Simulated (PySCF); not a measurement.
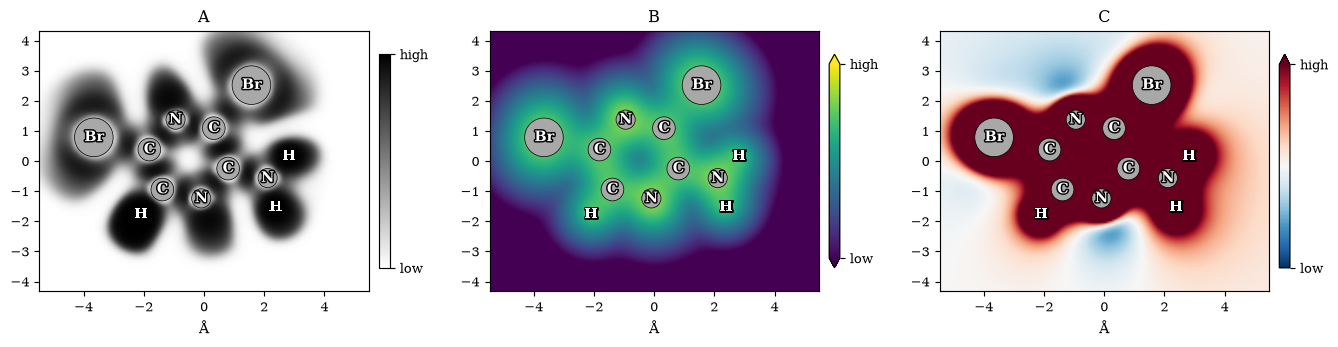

C₄H₃Br₂N₃ (SMILES Nc1ncc(Br)nc1Br): 3 fields on the molecular plane, with unlabelled colour scales. Grey discs cover the atomic cores.

Geometry: PBE0-D3(BJ)/def2-SVP.

These are results of B3LYP/def2-SVPD, SCF density, gas phase (PySCF 2.14.0), not measurements.

Q: Match the panels to the quantities (electron density, electron localisation function and electrostatic potential).

A: Panel A: electron localisation function. Panel B: electron density. Panel C: electrostatic potential (strongly positive close to the atoms, with negative regions outside electron-rich atoms). From the grid: C–N (1.30 Å): ρ is about 2.6 e/Å³ halfway; the ELF peaks at about 0.90 between the atoms; a covalent bond. C–C (1.40 Å): ρ at the midpoint is about 2.1 e/Å³; the ELF peaks at about 0.95 between the atoms, as expected for a covalent bond.
